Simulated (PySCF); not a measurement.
**C₅H₇F: spin-spin couplings**

What spin-spin couplings should C₅H₇F (`C=C=C(C)CF`) show?

Programs: PySCF 2.14.0, with density-fitted response routines of our own. Each step states its level of theory. These are calculated values for one molecule in the gas phase, unless marked as measured. Atoms count from 0, in the outputs and in this text.

## Step 1: The molecule as given

13 atoms, charge 0, multiplicity 1; geometry from: PBE0-D3(BJ)/def2-SVP.

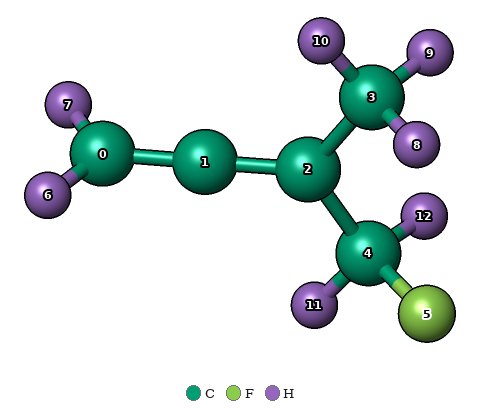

As it starts; carbon teal, fluorine green, hydrogen purple, atoms numbered.

## Step 2: Spin-spin couplings: B3LYP/cc-pVTZ

The job: settings as JSON, then the geometry in Å.

```
{"job": {"kind": "j", "xc": "B3LYP", "basis": "cc-pVTZ"}, "charge": 0, "multiplicity": 1}
C      2.404820    -0.131975    -0.298544
C      1.108566    -0.070889    -0.137957
C     -0.195336    -0.008694     0.009192
C     -1.092128    -1.212925    -0.046061
C     -0.863703     1.316719     0.243165
F     -1.625147     1.273434     1.389825
H      3.075983    -0.295246     0.552336
H      2.862338    -0.023066    -1.288230
H     -1.677644    -1.281671     0.883620
H     -1.810830    -1.122361    -0.877882
H     -0.520002    -2.140341    -0.176368
H     -0.121093     2.124419     0.333184
H     -1.543089     1.549705    -0.597763
```

Method: B3LYP/cc-pVTZ indirect spin-spin coupling, non-relativistic, gas phase.

Launch:

```console
$ OMP_NUM_THREADS=1 python probes_run.py task.json out
```

The driver reads the jobs from task.json and runs them one after another.

What it wrote:

```text
coarse grid: 10856 points
cycle   1  E = -294.5784896387  dE =  5.683e-01  |g| = 5.699e-01  |ddm| = 7.726e+00
cycle   2  E = -294.5335914445  dE =  4.490e-02  |g| = 8.088e-01  |ddm| = 2.561e+00
cycle   3  E = -294.6392455615  dE = -1.057e-01  |g| = 9.382e-02  |ddm| = 1.580e+00
cycle   4  E = -294.6407151746  dE = -1.470e-03  |g| = 3.383e-02  |ddm| = 2.024e-01
cycle   5  E = -294.6409508503  dE = -2.357e-04  |g| = 1.064e-02  |ddm| = 6.614e-02
cycle   6  E = -294.6409737658  dE = -2.292e-05  |g| = 4.669e-03  |ddm| = 2.180e-02
cycle   7  E = -294.6409793777  dE = -5.612e-06  |g| = 6.638e-04  |ddm| = 7.398e-03
final grid: 105248 points
cycle   8  E = -294.6384054389  dE = -6.727e-05  |g| = 7.298e-03  |ddm| = 1.250e-01
cycle   9  E = -294.6383974746  dE =  7.964e-06  |g| = 1.021e-02  |ddm| = 2.745e-02
cycle  10  E = -294.6384153896  dE = -1.791e-05  |g| = 1.127e-03  |ddm| = 1.626e-02
cycle  11  E = -294.6384155900  dE = -2.004e-07  |g| = 2.858e-04  |ddm| = 2.379e-03
cycle  12  E = -294.6384156038  dE = -1.379e-08  |g| = 1.250e-04  |ddm| = 5.337e-04
cycle  13  E = -294.6384156075  dE = -3.741e-09  |g| = 3.676e-05  |ddm| = 2.381e-04
cycle  14  E = -294.6384156079  dE = -3.391e-10  |g| = 7.767e-06  |ddm| = 6.576e-05
converged SCF energy = -294.6384156079

Indirect spin-spin couplings (Hz)
  i      j    bonds     total        FC       PSO       DSO        SD
  0 C    1 C    1    124.706   131.894    -7.323     0.136         -
  0 C    2 C    2      6.499     7.095    -0.471    -0.125         -
  0 C    3 C    3      2.127     2.030     0.161    -0.063         -
  0 C    4 C    3      2.468     2.385     0.128    -0.045         -
  0 C    5 F    4     -2.737    -3.161     0.762    -0.231    -0.107
  0 C    6 H    1    162.694   161.140     1.024     0.529         -
  0 C    7 H    1    162.440   160.876     1.035     0.529         -
  0 C    8 H    4     -1.836    -1.817     0.284    -0.303         -
  0 C    9 H    4     -1.925    -1.910     0.277    -0.293         -
  0 C   11 H    4     -0.222    -0.224     0.030    -0.028         -
  0 C   12 H    4     -1.233    -1.208     0.253    -0.278         -
  1 C    2 C    1    150.784   157.903    -7.348     0.230         -
  1 C    3 C    2      2.018     2.087    -0.044    -0.024         -
  1 C    4 C    2      4.556     4.564    -0.021     0.014         -
  1 C    5 F    3      5.890     5.640     0.977    -0.234    -0.494
  1 C    6 H    2     -1.245     0.326    -1.086    -0.485         -
  1 C    7 H    2     -2.178    -0.613    -1.076    -0.488         -
  1 C    8 H    3      4.263     4.369     0.230    -0.336         -
  1 C    9 H    3      4.129     4.242     0.210    -0.323         -
  1 C   10 H    3      4.469     4.633    -0.280     0.117         -
  1 C   11 H    3      3.391     3.510    -0.320     0.200         -
  1 C   12 H    3      3.789     3.914     0.165    -0.289         -
  2 C    3 C    1     40.027    40.787    -0.989     0.229         -
  2 C    4 C    1     43.775    44.754    -1.261     0.283         -
  2 C    5 F    2     15.691    15.929    -1.050     0.042     0.770
  2 C    6 H    3      4.800     4.819     0.336    -0.356         -
  2 C    7 H    3      4.862     4.878     0.336    -0.351         -
  2 C    8 H    2     -5.913    -5.958     0.053    -0.008         -
  2 C    9 H    2     -4.630    -4.676     0.086    -0.040         -
  2 C   10 H    2     -3.576    -3.378    -0.103    -0.096         -
  2 C   11 H    2     -1.223    -0.942    -0.233    -0.047         -
  2 C   12 H    2     -2.820    -2.768    -0.060     0.009         -
  3 C    4 C    2      0.667     0.758    -0.099     0.008         -
  3 C    5 F    3      0.606     1.395    -0.785    -0.001    -0.003
  3 C    6 H    4     -3.406    -3.389     0.200    -0.217         -
  3 C    7 H    4     -3.348    -3.332     0.202    -0.218         -
  3 C    8 H    1    121.874   119.960     1.248     0.666         -
  3 C    9 H    1    117.720   115.699     1.374     0.647         -
  3 C   10 H    1    123.917   122.058     1.234     0.625         -
  3 C   11 H    3      5.204     5.312     0.357    -0.465         -
  3 C   12 H    3      2.300     2.257     0.067    -0.024         -
  4 C    5 F    1   -240.230  -285.325    24.979     0.720    19.396
  4 C    6 H    4     -3.450    -3.434     0.159    -0.175         -
  4 C    7 H    4     -3.713    -3.704     0.147    -0.156         -
  4 C    8 H    3      1.998     2.045    -0.038    -0.009         -
  4 C    9 H    3      1.584     1.624    -0.076     0.036         -
  4 C   10 H    3      6.497     6.587     0.317    -0.407         -
  4 C   11 H    1    142.910   142.035    -0.134     1.009         -
  4 C   12 H    1    135.724   134.754    -0.044     1.014         -
  5 F    6 H    5     10.826    11.031     0.637    -0.592    -0.251
  5 F    7 H    5      9.222     9.468     0.838    -0.954    -0.129
  5 F    8 H    4     -1.401    -1.127    -1.140     0.998    -0.133
  5 F    9 H    4     -2.221    -2.287     0.766    -0.470    -0.230
  5 F   10 H    4      2.024     2.473     0.951    -1.258    -0.143
  5 F   11 H    2     38.321    33.507     9.325    -1.284    -3.228
  5 F   12 H    2     36.390    31.778     9.315    -1.190    -3.512
  6 H    7 H    2     -9.939    -9.764     3.372    -3.547         -
  6 H    8 H    5      5.400     5.517     0.647    -0.764         -
  6 H    9 H    5      4.881     5.073     1.011    -1.203         -
  6 H   10 H    5      0.158     0.223     0.329    -0.394         -
  6 H   11 H    5      0.327     0.381     0.250    -0.303         -
  6 H   12 H    5      3.175     3.370     1.012    -1.207         -
  7 H    8 H    5      4.663     4.857     1.020    -1.214         -
  7 H    9 H    5      5.646     5.756     0.612    -0.722         -
  7 H   11 H    5      0.483     0.534     0.263    -0.314         -
  7 H   12 H    5      3.947     4.045     0.544    -0.642         -
  8 H    9 H    2    -14.572   -14.563     2.265    -2.274         -
  8 H   10 H    2    -11.168   -11.098     2.423    -2.493         -
  8 H   11 H    4     -0.746    -0.462     1.448    -1.733         -
  8 H   12 H    4     -1.316    -1.219     0.599    -0.696         -
  9 H   10 H    2    -11.427   -11.362     2.455    -2.519         -
  9 H   11 H    4     -0.468    -0.201     1.334    -1.601         -
  9 H   12 H    4     -1.137    -1.307    -0.932     1.102         -
 10 H   11 H    4      1.161     1.426     1.502    -1.767         -
 10 H   12 H    4     -0.471    -0.253     1.298    -1.516         -
 11 H   12 H    2     -9.448    -9.269     1.833    -2.012         -
```

It took 42 s on 1 thread of Arm Neoverse V1, shared host; peak memory 1 GiB.

The basis is not made for couplings: without tight functions at the nuclei these values are rough.

A choice of the couplings up to four bonds, sorted by the number of bonds, with means over like pairs; isotopes 13C, 19F, 1H:

```csv
pair,bonds,J (Hz),Fermi contact (Hz),dihedral (°)
C4–F5,1,-240.2,-285.3,–
C0–H6,1,162.6,161.0,–
C1–C2,1,150.8,157.9,–
C4–H11,1,139.3,138.4,–
C0–C1,1,124.7,131.9,–
C3–H8,1,121.2,119.2,–
C2–C4,1,43.8,44.8,–
C2–C3,1,40.0,40.8,–
F5–H11,2,37.4,32.6,–
C2–F5,2,15.7,15.9,–
H8–H9,2,-12.4,-12.3,–
H6–H7,2,-9.9,-9.8,–
H11–H12,2,-9.4,-9.3,–
C0–C2,2,6.5,7.1,–
C2–H8,2,-4.7,-4.7,–
C1–C4,2,4.6,4.6,–
C2–H11,2,-2.0,-1.9,–
C1–F5,3,5.9,5.6,-125
C2–H6,3,4.8,4.8,–
C1–H8,3,4.3,4.4,–
C3–H11,3,3.8,3.8,–
C1–H11,3,3.6,3.7,–
C4–H8,3,3.4,3.4,–
C0–C4,3,2.5,2.4,–
C0–C3,3,2.1,2.0,–
C4–H6,4,-3.6,-3.6,–
C3–H6,4,-3.4,-3.4,–
C0–F5,4,-2.7,-3.2,–
C0–H8,4,-1.3,-1.2,–
```

The spin-dipole term was solved for some atoms only; pairs without it lack that part.

## Step 3: Spin-spin couplings: B3LYP/6-31G*

Same as in step 2 but for these lines:

```diff
@@ -1,2 +1,2 @@
-{"job": {"kind": "j", "xc": "B3LYP", "basis": "cc-pVTZ"}, "charge": 0, "multiplicity": 1}
+{"job": {"kind": "j", "xc": "B3LYP", "basis": "6-31G*"}, "charge": 0, "multiplicity": 1}
 C      2.404820    -0.131975    -0.298544
```

With the program's defaults for keys left out, this is: B3LYP/6-31G* indirect spin-spin coupling, non-relativistic, gas phase.

What it wrote:

```text
coarse grid: 10856 points
cycle   1  E = -294.4814505673  dE =  5.895e-01  |g| = 5.722e-01  |ddm| = 3.582e+00
cycle   2  E = -294.4438533172  dE =  3.760e-02  |g| = 7.690e-01  |ddm| = 1.164e+00
cycle   3  E = -294.5464842746  dE = -1.026e-01  |g| = 8.512e-02  |ddm| = 6.925e-01
cycle   4  E = -294.5479919482  dE = -1.508e-03  |g| = 2.505e-02  |ddm| = 1.112e-01
cycle   5  E = -294.5481140473  dE = -1.221e-04  |g| = 1.231e-02  |ddm| = 3.543e-02
cycle   6  E = -294.5481530243  dE = -3.898e-05  |g| = 3.009e-03  |ddm| = 1.427e-02
cycle   7  E = -294.5481554201  dE = -2.396e-06  |g| = 5.550e-04  |ddm| = 3.325e-03
final grid: 105248 points
cycle   8  E = -294.5132445946  dE = -1.452e-05  |g| = 6.872e-03  |ddm| = 3.056e-02
cycle   9  E = -294.5132377533  dE =  6.841e-06  |g| = 9.384e-03  |ddm| = 1.380e-02
cycle  10  E = -294.5132549568  dE = -1.720e-05  |g| = 1.007e-03  |ddm| = 7.860e-03
cycle  11  E = -294.5132551711  dE = -2.143e-07  |g| = 1.995e-04  |ddm| = 1.005e-03
cycle  12  E = -294.5132551787  dE = -7.631e-09  |g| = 1.069e-04  |ddm| = 2.900e-04
cycle  13  E = -294.5132551817  dE = -2.972e-09  |g| = 1.581e-05  |ddm| = 1.193e-04
cycle  14  E = -294.5132551817  dE = -5.502e-11  |g| = 6.146e-06  |ddm| = 1.861e-05
converged SCF energy = -294.5132551817

Indirect spin-spin couplings (Hz)
  i      j    bonds     total        FC       PSO       DSO        SD
  0 C    1 C    1    112.061   118.722    -6.805     0.143         -
  0 C    2 C    2      3.831     4.461    -0.505    -0.125         -
  0 C    3 C    3      5.122     5.053     0.132    -0.063         -
  0 C    4 C    3      6.096     6.031     0.110    -0.045         -
  0 C    5 F    4     -2.308    -2.686     0.665    -0.226    -0.061
  0 C    6 H    1    179.936   178.746     0.579     0.612         -
  0 C    7 H    1    179.266   178.067     0.587     0.612         -
  0 C    8 H    4     -2.107    -2.008     0.202    -0.301         -
  0 C    9 H    4     -2.277    -2.184     0.197    -0.291         -
  0 C   11 H    4     -0.310    -0.319     0.037    -0.028         -
  0 C   12 H    4     -1.167    -1.073     0.182    -0.276         -
  1 C    2 C    1    119.098   125.722    -6.859     0.235         -
  1 C    3 C    2     -1.645    -1.581    -0.040    -0.024         -
  1 C    4 C    2     -0.288    -0.291    -0.011     0.014         -
  1 C    5 F    3     11.189    11.206     0.695    -0.224    -0.489
  1 C    6 H    2     -7.589    -5.978    -1.144    -0.466         -
  1 C    7 H    2     -8.338    -6.732    -1.137    -0.470         -
  1 C    8 H    3      6.950     7.147     0.133    -0.331         -
  1 C    9 H    3      7.079     7.279     0.117    -0.318         -
  1 C   10 H    3      4.061     4.192    -0.251     0.120         -
  1 C   11 H    3      3.327     3.398    -0.275     0.204         -
  1 C   12 H    3      5.657     5.845     0.095    -0.283         -
  2 C    3 C    1     56.738    57.336    -0.830     0.232         -
  2 C    4 C    1     59.637    60.403    -1.050     0.285         -
  2 C    5 F    2     16.180    16.276    -0.809     0.065     0.648
  2 C    6 H    3     11.785    11.935     0.202    -0.352         -
  2 C    7 H    3     11.888    12.033     0.203    -0.348         -
  2 C    8 H    2     -8.530    -8.552     0.017     0.006         -
  2 C    9 H    2     -7.400    -7.415     0.041    -0.026         -
  2 C   10 H    2     -3.448    -3.244    -0.121    -0.084         -
  2 C   11 H    2     -0.493    -0.277    -0.182    -0.035         -
  2 C   12 H    2     -4.740    -4.713    -0.051     0.023         -
  3 C    4 C    2     -0.963    -0.922    -0.049     0.008         -
  3 C    5 F    3      1.582     2.314    -0.732     0.006    -0.006
  3 C    6 H    4     -3.951    -3.878     0.142    -0.214         -
  3 C    7 H    4     -3.886    -3.813     0.143    -0.216         -
  3 C    8 H    1    147.846   146.262     0.855     0.729         -
  3 C    9 H    1    143.399   141.733     0.957     0.710         -
  3 C   10 H    1    147.203   145.658     0.854     0.691         -
  3 C   11 H    3      4.778     4.943     0.295    -0.460         -
  3 C   12 H    3      2.371     2.318     0.072    -0.019         -
  4 C    5 F    1   -200.801  -240.420    23.267     0.821    15.531
  4 C    6 H    4     -3.821    -3.758     0.110    -0.173         -
  4 C    7 H    4     -4.102    -4.051     0.103    -0.154         -
  4 C    8 H    3      1.924     1.955    -0.026    -0.005         -
  4 C    9 H    3      1.732     1.750    -0.057     0.040         -
  4 C   10 H    3      5.564     5.713     0.255    -0.403         -
  4 C   11 H    1    163.673   162.920    -0.319     1.073         -
  4 C   12 H    1    160.943   160.138    -0.271     1.076         -
  5 F    6 H    5      9.994    10.321     0.455    -0.574    -0.209
  5 F    7 H    5      8.232     8.689     0.598    -0.932    -0.122
  5 F    8 H    4     -1.215    -1.157    -0.961     1.002    -0.098
  5 F    9 H    4     -2.339    -2.438     0.735    -0.434    -0.201
  5 F   10 H    4      1.238     1.933     0.661    -1.228    -0.128
  5 F   11 H    2     49.027    45.012     7.958    -1.117    -2.826
  5 F   12 H    2     52.546    48.994     7.655    -1.022    -3.081
  6 H    7 H    2    -12.759   -11.572     2.222    -3.409         -
  6 H    8 H    5      5.314     5.669     0.397    -0.752         -
  6 H    9 H    5      4.721     5.243     0.666    -1.188         -
  6 H   11 H    5      0.165     0.357     0.101    -0.294         -
  6 H   12 H    5      2.994     3.514     0.671    -1.191         -
  7 H    8 H    5      4.477     5.002     0.674    -1.199         -
  7 H    9 H    5      5.587     5.929     0.369    -0.710         -
  7 H   11 H    5      0.302     0.495     0.110    -0.304         -
  7 H   12 H    5      3.840     4.148     0.322    -0.629         -
  8 H    9 H    2    -18.919   -18.037     1.265    -2.148         -
  8 H   10 H    2    -15.355   -14.291     1.302    -2.366         -
  8 H   11 H    4     -1.148    -0.452     1.013    -1.709         -
  8 H   12 H    4     -1.564    -1.235     0.339    -0.669         -
  9 H   10 H    2    -15.528   -14.466     1.332    -2.394         -
  9 H   11 H    4     -0.860    -0.214     0.929    -1.575         -
  9 H   12 H    4     -0.959    -1.302    -0.773     1.116         -
 10 H   11 H    4      0.911     1.564     1.092    -1.745         -
 10 H   12 H    4     -0.811    -0.227     0.907    -1.491         -
 11 H   12 H    2    -11.818   -10.877     0.939    -1.880         -
```

Run time: 9.3 s. Hardware: 1 thread of Arm Neoverse V1, shared host; peak memory 0.56 GiB.

The basis is not made for couplings: without tight functions at the nuclei these values are rough.

In short: J(C4,F5) -200.8 Hz, J(C0,H6) 179.6 Hz, J(C4,H11) 162.3 Hz (means over like pairs).

## Step 4: Run by run: spin-spin couplings

Couplings (Hz), each a mean over the pairs like the one named, with basis size and wall time:

```
          run   C4–F5  C0–H6  C1–C2  C4–H11  C0–C1  C3–H8  C2–C4  functions   time
B3LYP/cc-pVTZ  -240.2  162.6  150.8   139.3  124.7  121.2   43.8        278   42 s
 B3LYP/6-31G*  -200.8  179.6  119.1   162.3  112.1  146.1   59.6         98  9.3 s
```

## Step 5: What came out

```
                                     quantity                     value
largest coupling of the table (B3LYP/cc-pVTZ)  ¹J(C,F) C4–F5, -240.2 Hz
      range of J(C4,F5), mean over like pairs       -240.2 to -200.8 Hz
```

What this shows: Of the pairs tabulated at B3LYP/cc-pVTZ, C4–F5 couples most strongly (-240.2 Hz; Fermi contact -285.3 Hz). Couplings across rotatable bonds belong to this one conformer; where others are populated, the observed values are averages. The coupling C4–F5, as a mean over pairs of its kind, runs from -240.2 Hz (B3LYP/cc-pVTZ) to -200.8 Hz (B3LYP/6-31G*). Couplings from bases without tight functions are rough.
